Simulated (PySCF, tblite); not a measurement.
**C5H9OPSi: geometry, infrared bands and NMR shifts**

Aim: predict the infrared bands and NMR shifts of C5H9OPSi (`CC(=O)C#C[Si@@H](C)P`).

Computed with tblite 0.8.0 and PySCF 2.14.0, with density-fitted response routines of our own, on a single molecule in the gas phase. Atoms are numbered from 0 throughout.

**1. The starting structure**

17 atoms, charge 0, multiplicity 1; geometry from: force field or distance geometry start.

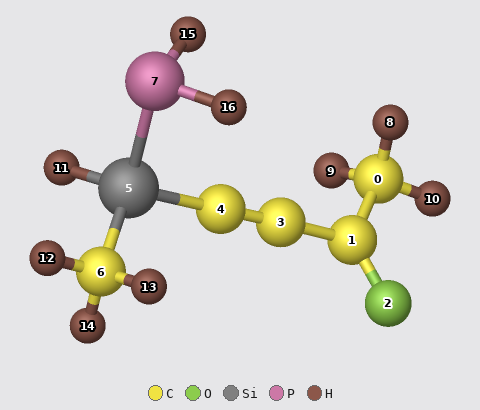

As it starts; carbon yellow, oxygen green, silicon grey, phosphorus pink, hydrogen brown, atoms numbered.

**2. Relaxing the molecule with GFN2-xTB**

The job: settings as JSON, then the geometry in Å.

```
{"job": {"kind": "relax", "xc": "GFN2-xTB", "basis": "xTB"}, "charge": 0, "multiplicity": 1}
C      3.523000    -0.002800    -0.383700
C      2.575200     0.336600     0.732400
O      2.942900     0.840700     1.799500
C      1.183400     0.020400     0.521900
C      0.022000    -0.250300     0.369700
Si    -1.793300    -0.637900     0.129400
C     -2.798200    -0.270100     1.628000
P     -2.496200     0.637700    -1.547200
H      3.231000     0.548700    -1.280300
H      3.487900    -1.076200    -0.575900
H      4.530800     0.283700    -0.109100
H     -1.957500    -2.056500    -0.275100
H     -3.864300    -0.482100     1.469500
H     -2.708200     0.775600     1.927500
H     -2.480200    -0.876000     2.482700
H     -1.440500     0.360700    -2.428500
H     -1.964900     1.859700    -1.084300
```

On the command line:

```console
> OMP_NUM_THREADS=1 python probes_run.py task.json out
```

One launch serves the whole session: the jobs run in the order shown.

Log:

```text
step      E/eV     max force
  0    -639.75656    2.031
  1    -639.78644    2.511
  2    -639.84784    1.015
  3    -639.85266    0.995
  4    -639.86529    0.255
  5    -639.87390    0.243
  6    -639.87947    0.249
  7    -639.88195    0.117
  8    -639.88319    0.112
  9    -639.88443    0.127
 10    -639.88564    0.124
 11    -639.88681    0.080
 12    -639.88770    0.065
 13    -639.88839    0.086
 14    -639.88896    0.091
 15    -639.88940    0.055
 16    -639.88974    0.037
 17    -639.89003    0.053
 18    -639.89034    0.059
 19    -639.89065    0.050
 20    -639.89095    0.042
 21    -639.89124    0.040
 22    -639.89154    0.052
 23    -639.89186    0.061
 24    -639.89217    0.049
 25    -639.89242    0.054
 26    -639.89260    0.038
 27    -639.89272    0.031
 28    -639.89284    0.033
 29    -639.89303    0.047
 30    -639.89330    0.061
 31    -639.89360    0.053
 32    -639.89381    0.031
 33    -639.89391    0.021
 34    -639.89398    0.024
 35    -639.89404    0.027
 36    -639.89409    0.019
 37    -639.89413    0.014
 38    -639.89416    0.015
 39    -639.89420    0.017
 40    -639.89423    0.017
 41    -639.89426    0.012
 42    -639.89427    0.010
 43    -639.89428    0.011
 44    -639.89430    0.013
 45    -639.89432    0.016
 46    -639.89434    0.017
 47    -639.89436    0.015
 48    -639.89439    0.014
 49    -639.89441    0.012
 50    -639.89443    0.012
 51    -639.89444    0.013
 52    -639.89446    0.010
 53    -639.89447    0.012
 54    -639.89449    0.011
 55    -639.89450    0.011
 56    -639.89452    0.011
 57    -639.89454    0.010
```

It took 0.77 s on 1 thread of Arm Neoverse N1, shared host; peak memory 0.18 GiB.

Along the way: (not every step is listed)

| step | energy from step 0 (eV) | largest force (eV/Å) |
| --- | --- | --- |
| 0 | 0.0000 | 2.0310 |
| 1 | -0.0299 | 2.5106 |
| 2 | -0.0913 | 1.0149 |
| 3 | -0.0961 | 0.9949 |
| 4 | -0.1087 | 0.2547 |
| 5 | -0.1173 | 0.2429 |
| 6 | -0.1229 | 0.2486 |
| 7 | -0.1254 | 0.1172 |
| 8 | -0.1266 | 0.1120 |
| 12 | -0.1311 | 0.0654 |
| 16 | -0.1332 | 0.0372 |
| 20 | -0.1344 | 0.0416 |
| 24 | -0.1356 | 0.0487 |
| 28 | -0.1363 | 0.0333 |
| 32 | -0.1372 | 0.0314 |
| 36 | -0.1375 | 0.0192 |
| 40 | -0.1377 | 0.0172 |
| 44 | -0.1377 | 0.0125 |
| 48 | -0.1378 | 0.0136 |
| 52 | -0.1379 | 0.0099 |
| 53 | -0.1379 | 0.0122 |
| 54 | -0.1379 | 0.0106 |
| 55 | -0.1379 | 0.0109 |
| 56 | -0.1380 | 0.0110 |
| 57 | -0.1380 | 0.0099 |

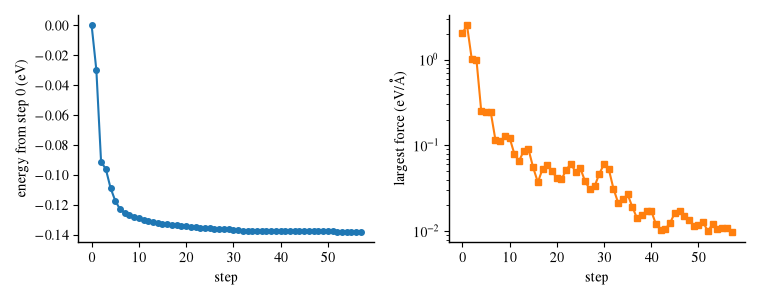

Energy and largest force along the relaxation.

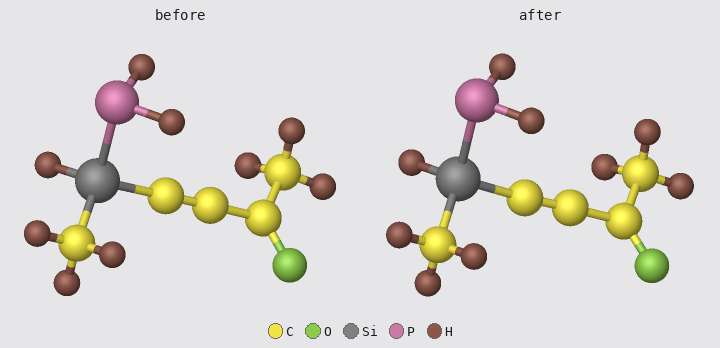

Before and after, at one scale.

Close pairs (by a distance rule), those that changed most:

| bond | before (Å) | after (Å) | change (Å) |
| --- | --- | --- | --- |
| Si5–C6 | 1.841 | 1.900 | +0.058 |
| Si5–P7 | 2.221 | 2.256 | +0.035 |
| C1–O2 | 1.236 | 1.207 | -0.029 |
| P7–H16 | 1.411 | 1.384 | -0.026 |
| P7–H15 | 1.403 | 1.384 | -0.019 |
| Si5–H11 | 1.484 | 1.470 | -0.014 |
| C4–Si5 | 1.872 | 1.859 | -0.013 |
| C6–H12 | 1.098 | 1.087 | -0.012 |

The final coordinates are the input of the step that follows.

**3. Vibrational analysis with GFN2-xTB**

The job: settings as JSON, then the geometry in Å.

```
{"job": {"kind": "ir", "xc": "GFN2-xTB", "basis": "xTB"}, "charge": 0, "multiplicity": 1}
C      3.462719    -0.013957    -0.361493
C      2.567055     0.364430     0.792413
O      2.949926     0.902983     1.802128
C      1.187949     0.017746     0.565183
C      0.028030    -0.286999     0.402516
Si    -1.766796    -0.641744     0.073787
C     -2.761465    -0.269791     1.649091
P     -2.529062     0.662978    -1.601073
H      3.136222     0.508121    -1.259657
H      3.385813    -1.083767    -0.547972
H      4.492162     0.251183    -0.134336
H     -1.851735    -2.047182    -0.348205
H     -3.820401    -0.455177     1.490254
H     -2.648065     0.768309     1.951254
H     -2.431424    -0.892915     2.474341
H     -1.462638     0.402350    -2.444350
H     -1.945289     1.825461    -1.127233
```

Log:

```text
mode    cm-1     km/mol
  1      13.0      5.64
  2      44.2      2.83
  3      62.9      2.34
  4      85.2      8.37
  5     103.1      0.33
  6     106.7      0.85
  7     124.4      3.20
  8     130.6      1.28
  9     168.4      4.43
 10     260.4     16.94
 11     294.8     15.22
 12     344.8     15.42
 13     449.2     19.27
 14     519.4      3.40
 15     568.3      9.90
 16     573.6    127.73
 17     604.4    117.35
 18     608.2     11.07
 19     679.4      7.90
 20     705.3     51.84
 21     759.4     91.43
 22     822.9    100.44
 23     831.5    114.92
 24     899.8     45.68
 25     982.6     33.33
 26     985.2     27.87
 27    1145.4      9.74
 28    1178.5    311.90
 29    1363.6     26.63
 30    1365.9     11.60
 31    1447.1     13.02
 32    1449.4     10.66
 33    1472.3      0.25
 34    1475.8      0.67
 35    1737.6    454.42
 36    2187.4    219.23
 37    2252.3     35.11
 38    2297.0    164.15
 39    2381.1    156.08
 40    3020.6      8.53
 41    3028.7      4.87
 42    3031.4     19.55
 43    3035.5     15.76
 44    3049.4     16.55
 45    3055.0     13.62
```

Wall time 1.2 s (1 thread of Arm Neoverse N1, shared host); peak memory 0.18 GiB.

Which atoms move in the most intense modes:

| cm⁻¹ | km/mol | atoms |
| --- | --- | --- |
| 574 | 127.7 | H11 60 %, H16 14 % |
| 604 | 117.3 | H11 78 % |
| 832 | 114.9 | H14 38 %, H13 31 %, C6 17 % |
| 1178 | 311.9 | C1 59 %, H10 14 %, C0 11 % |
| 1738 | 454.4 | C1 61 %, O2 38 % |
| 2187 | 219.2 | H11 96 % |
| 2297 | 164.2 | H15 48 %, H16 48 % |
| 2381 | 156.1 | H15 49 %, H16 48 % |

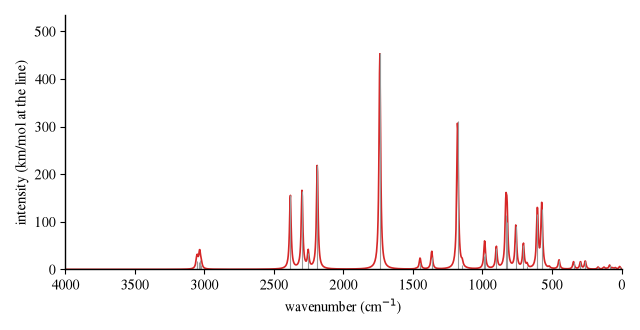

The infrared spectrum from these modes, unscaled. Lines are broadened to a width of 14 cm⁻¹ (Lorentzian).

**4. Shielding tensors: PBE0/pcSseg-1**

Same as in step 3 but for these lines:

```diff
@@ -1,2 +1,2 @@
-{"job": {"kind": "ir", "xc": "GFN2-xTB", "basis": "xTB"}, "charge": 0, "multiplicity": 1}
+{"job": {"kind": "nmr", "xc": "PBE0", "basis": "pcSseg-1"}, "charge": 0, "multiplicity": 1}
 C      3.462719    -0.013957    -0.361493
```

Level: GIAO PBE0/pcSseg-1 NMR shielding, non-relativistic, gas phase.

Log:

```text
coarse grid: 15344 points
cycle   1  E = -901.1347544603  dE =  8.851e-01  |g| = 8.519e-01  |ddm| = 3.877e+00
cycle   2  E = -900.7254903061  dE =  4.093e-01  |g| = 1.676e+00  |ddm| = 3.272e+00
cycle   3  E = -901.2739992889  dE = -5.485e-01  |g| = 2.345e-01  |ddm| = 2.531e+00
cycle   4  E = -901.2866768054  dE = -1.268e-02  |g| = 5.936e-02  |ddm| = 2.827e-01
cycle   5  E = -901.2874256477  dE = -7.488e-04  |g| = 1.625e-02  |ddm| = 7.033e-02
cycle   6  E = -901.2874726346  dE = -4.699e-05  |g| = 9.506e-03  |ddm| = 2.020e-02
cycle   7  E = -901.2874938689  dE = -2.123e-05  |g| = 2.892e-03  |ddm| = 8.655e-03
cycle   8  E = -901.2874956999  dE = -1.831e-06  |g| = 6.154e-04  |ddm| = 2.931e-03
final grid: 139448 points
cycle   9  E = -901.3467378856  dE = -1.404e-05  |g| = 1.212e-02  |ddm| = 4.363e-02
cycle  10  E = -901.3466570579  dE =  8.083e-05  |g| = 2.375e-02  |ddm| = 3.434e-02
cycle  11  E = -901.3467667353  dE = -1.097e-04  |g| = 2.349e-03  |ddm| = 2.507e-02
cycle  12  E = -901.3467679464  dE = -1.211e-06  |g| = 1.999e-04  |ddm| = 2.300e-03
cycle  13  E = -901.3467679550  dE = -8.633e-09  |g| = 8.154e-05  |ddm| = 3.375e-04
cycle  14  E = -901.3467679567  dE = -1.731e-09  |g| = 2.074e-05  |ddm| = 1.156e-04
cycle  15  E = -901.3467679568  dE = -4.798e-11  |g| = 1.621e-05  |ddm| = 3.053e-05
converged SCF energy = -901.3467679568

GIAO shielding tensors (ppm)
atom      isotropic    diamagn.    paramagn.     s11        s22        s33       span
  0 C      150.290     253.963    -103.673    125.666    132.764    192.442     66.776
  1 C       -0.249     246.895    -247.144   -102.035      0.113    101.175    203.210
  2 O     -372.150     396.917    -769.067   -998.614   -470.630    352.793   1351.407
  3 C       75.437     271.208    -195.771    -24.887     -5.615    256.813    281.700
  4 C       85.099     263.496    -178.397      4.796     25.069    225.431    220.635
  5 Si     392.521     883.993    -491.472    362.725    384.127    430.711     67.986
  6 C      188.489     253.223     -64.735    180.207    190.761    194.497     14.290
  7 P      595.949     968.868    -372.918    545.466    604.418    637.964     92.498
  8 H       29.267      30.855      -1.588     26.210     29.803     31.787      5.576
  9 H       29.254      29.967      -0.713     26.257     29.545     31.959      5.702
 10 H       29.601      27.575       2.026     26.468     27.380     34.955      8.486
 11 H       26.939      30.351      -3.412     23.920     24.856     32.040      8.120
 12 H       31.476      27.863       3.613     26.586     28.771     39.071     12.484
 13 H       31.207      31.625      -0.418     27.111     29.184     37.325     10.213
 14 H       31.032      30.337       0.695     26.225     28.198     38.671     12.446
 15 H       30.318      32.722      -2.404     25.327     27.254     38.374     13.047
 16 H       30.364      32.930      -2.566     26.050     27.658     37.383     11.333
```

Run time: 78 s. Hardware: 1 thread of Arm Neoverse N1, shared host; peak memory 0.91 GiB.

Shifts follow as δ = σ(reference) − σ, with reference shieldings (ppm) from runs at the same level and on the same kind of geometry: 1H TMS 31.72, 13C TMS 186.9, 29Si TMS 349.2, 17O H2O 336.1, 31P H3PO4 318.4. The references are single molecules in the gas phase, so shifts against H2O, NH3, PH3, H3PO4 or CFCl3 are not on the usual liquid scales and can be off by tens of ppm. Atoms listed in one row are averaged.

| atoms | environment | σ (ppm) | δ (ppm) | δ scaled to CDCl3 |
| --- | --- | --- | --- | --- |
| C1 | carbonyl carbon of an ynone | -0.2 | 187.2 | 180.8 |
| C3 | alkyne carbon | 75.4 | 111.5 | 106.9 |
| C4 | alkyne carbon | 85.1 | 101.8 | 97.5 |
| C0 | methyl carbon α to a carbonyl | 150.3 | 36.6 | 33.8 |
| C6 | methyl carbon bonded to Si | 188.5 | -1.6 | -3.4 |
| H11 | hydrogen on a silicon bonded to 2 C, P | 26.94 | 4.78 | – |
| H8, H9, H10 | hydrogen on a methyl carbon α to a carbonyl | 29.37 | 2.34 | 2.31 |
| H15, H16 | hydrogen on a phosphorus bonded to Si | 30.34 | 1.38 | – |
| H12, H13, H14 | hydrogen on a methyl carbon bonded to Si | 31.24 | 0.48 | 0.56 |
| O2 | ketone oxygen | -372.2 | 708.2 | – |
| Si5 | silicon bonded to 2 C, P, H | 392.5 | -43.4 | – |
| P7 | phosphorus bonded to Si, 2 H | 595.9 | -277.6 | – |

The scaled column applies a straight-line fit of computed shieldings to shifts measured in CDCl3 (root-mean-square error 0.16 ppm for H, 1.9 ppm for C).

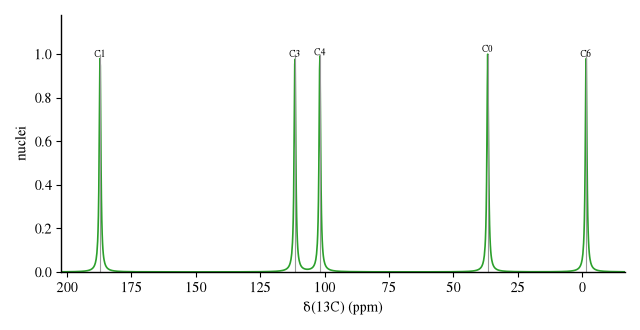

13C lines at the computed shifts, without couplings. Lines are broadened to a width of 0.75 ppm (Lorentzian).

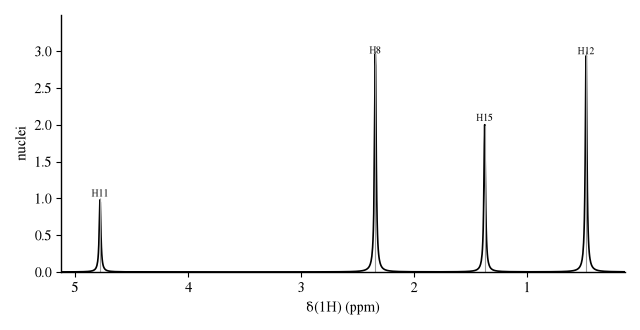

1H lines at the computed shifts, without couplings. Lines are broadened to a width of 0.02 ppm (Lorentzian).

The run also stored atomic charges by several schemes (e):

| atoms | Mulliken | IAO | Hirshfeld | ESP fit |
| --- | --- | --- | --- | --- |
| C0 | -0.28 | -0.47 | -0.12 | -0.71 |
| C1 | 0.14 | 0.38 | 0.17 | 0.84 |
| O2 | -0.33 | -0.38 | -0.22 | -0.50 |
| C3 | 0.07 | -0.07 | -0.04 | -0.25 |
| C4 | -0.35 | -0.30 | -0.14 | -0.29 |
| Si5 | 0.59 | 0.76 | 0.34 | 0.69 |
| C6 | -0.61 | -0.71 | -0.21 | -0.52 |
| P7 | -0.21 | -0.10 | -0.01 | -0.40 |

Mulliken charges:

C0 -0.28; C1 0.14; O2 -0.33; C3 0.07; C4 -0.35; Si5 0.59; C6 -0.61; P7 -0.21; H8 0.15; H9 0.15; H10 0.14; H11 -0.04; H12 0.15; H13 0.15; H14 0.15; H15 0.06; H16 0.07

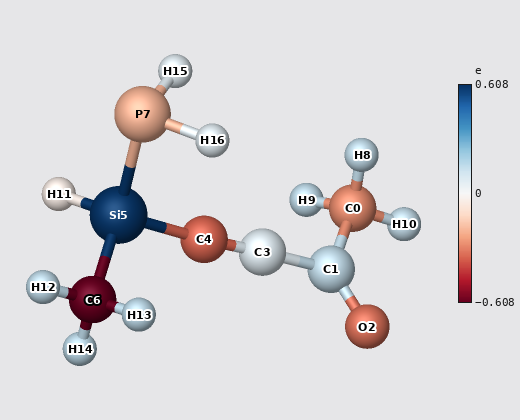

Mulliken charges, as colours on the atoms.

Mayer bond orders: C0–C1 1.03, C1–O2 1.99, C1–C3 0.94, C3–C4 2.42, C4–Si5 0.92, Si5–C6 0.97, Si5–P7 1.01.

The fields below are evaluated on a grid from the run's orbitals.

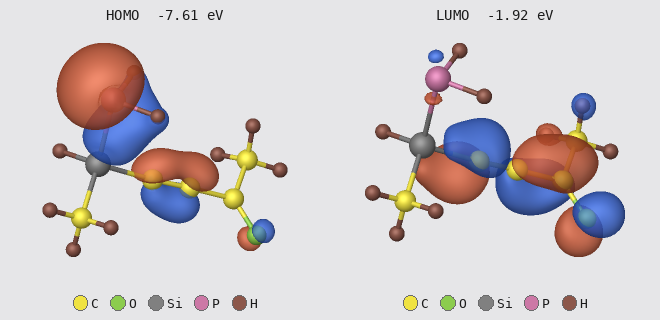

PBE0/pcSseg-1 orbitals near the gap, drawn at the value that encloses 70 % of each; the two colours are the two signs.

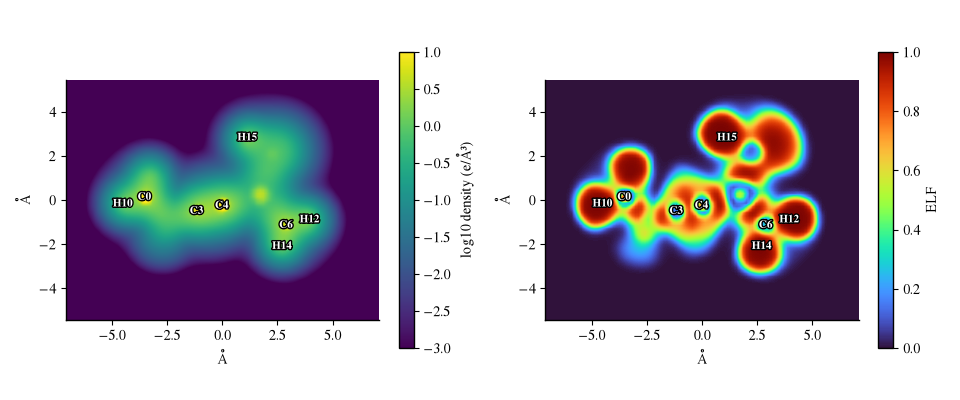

Density (left) and ELF (right) in a plane through or near 8 of the atoms.

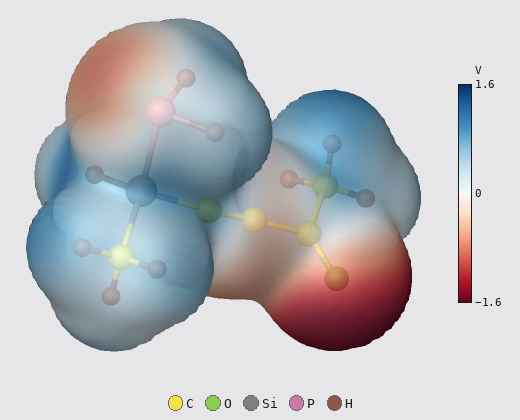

The potential that a unit positive charge feels on the 0.002 e/bohr³ surface, from -1.60 V near O2 to 1.06 V near H11.

**5. Results**

```
                                                              quantity                                value
                             strongest single infrared mode (GFN2-xTB)                1738 cm⁻¹, 454 km/mol
                                          zero-point energy (GFN2-xTB)                        73.9 kcal/mol
                                13C shifts against TMS (PBE0/pcSseg-1)  187.2, 111.5, 101.8, 36.6, -1.6 ppm
1H shifts against TMS (PBE0/pcSseg-1, means over atoms taken as alike)           4.78, 2.34, 1.38, 0.48 ppm
                                17O shifts against H2O (PBE0/pcSseg-1)                            708.2 ppm
                               29Si shifts against TMS (PBE0/pcSseg-1)                            -43.4 ppm
                              31P shifts against H3PO4 (PBE0/pcSseg-1)                           -277.6 ppm
                                 surface potential, least and greatest                   -1.60 V and 1.06 V
```

What this shows: Over 57 steps the energy fell by 0.138 eV; of the close pairs, Si5–C6 changed most, 1.841 to 1.900 Å. No mode is imaginary among the 45: a minimum at this level. The strongest single mode, at 1738 cm⁻¹, moves mainly C1 and O2. Unscaled tight-binding wavenumbers are off by several per cent, some by more. Its intensities can rank the bands wrongly. At PBE0/pcSseg-1: The largest span, 1351 ppm, is at O2, where the paramagnetic term is -769 ppm. At PBE0/pcSseg-1, counted by nearest atom on the grid, the HOMO lies on P7 55 %; C3 11 %, the LUMO on C1, C4 about 24 % each; O2 22 %.
